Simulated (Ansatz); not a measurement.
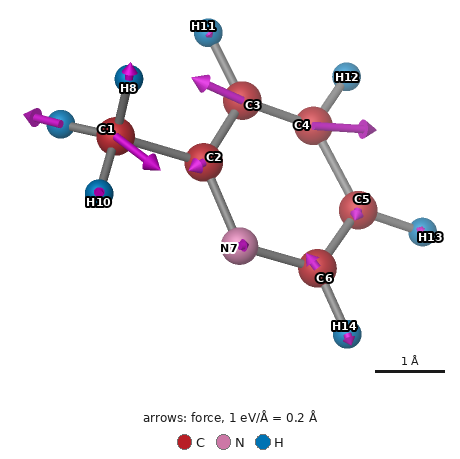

Starting geometry of C6H7N (coarse preliminary run) with the computed forces as purple arrows. The picture is a ball-and-stick view, seen at a tilt.

The start comes from a force field.

The calculation used RKS PBE-D4/def2-SVP (Ansatz 0.2.0).

Input
```yaml
crystal:
  periodic: [false, false, false]
  atoms:
    - {symbol: C, position_ang: [1.573100, 0.539400, 1.506300]}
    - {symbol: C, position_ang: [0.489600, 0.267300, 0.452100]}
    - {symbol: C, position_ang: [-0.072900, -1.011100, 0.348300]}
    - {symbol: C, position_ang: [-0.922100, -1.264000, -0.618700]}
    - {symbol: C, position_ang: [-1.389900, -0.261500, -1.488500]}
    - {symbol: C, position_ang: [-0.811400, 1.008100, -1.313400]}
    - {symbol: N, position_ang: [0.145100, 1.277700, -0.369300]}
    - {symbol: H, position_ang: [1.154800, 0.428900, 2.488500]}
    - {symbol: H, position_ang: [2.412800, -0.027900, 1.395100]}
    - {symbol: H, position_ang: [1.839800, 1.632800, 1.453500]}
    - {symbol: H, position_ang: [0.271200, -1.796800, 1.060600]}
    - {symbol: H, position_ang: [-1.408900, -2.258900, -0.690300]}
    - {symbol: H, position_ang: [-2.182800, -0.398400, -2.257900]}
    - {symbol: H, position_ang: [-1.111500, 1.835100, -1.937500]}
basis:
  gaussian: {orbitals: def2-SVP}
hamiltonian: {xc: pbe, dispersion: d4}
relax: {f_tol: 0.03, max_steps: 200}
```

Command:
```bash
ansatz run in.yaml --threads 2 --pin off --events-out ev --progress --plain --max-ram 22528MiB --backend cpu
```

What follows when this structure is relaxed?

It isn't relaxed: the largest force vector, on C4, is 5.44 eV/Å. The final displacements follow the starting forces only in part (cosine between the two patterns 0.45). The atom that moves furthest after the best rigid fit is H9 (0.11 Å). By element the largest moves are H 0.11 Å, C 0.09 Å, N 0.02 Å. Near-neighbour distances that change, for instance: C1–H9 1.019 → 1.111 Å, C3–C4 1.312 → 1.399 Å, C1–H8 1.073 → 1.109 Å, C6–N7 1.371 → 1.343 Å. Bond angles that change, for instance: H8–C1–H10 103.6° → 109.2°, H8–C1–H9 111.3° → 107.0°, C5–C4–H12 116.9° → 120.8°. Over 5 geometry steps the energy falls by 0.500 eV. Largest force component: 4.1 eV/Å at the start, 0.023 eV/Å at the end.
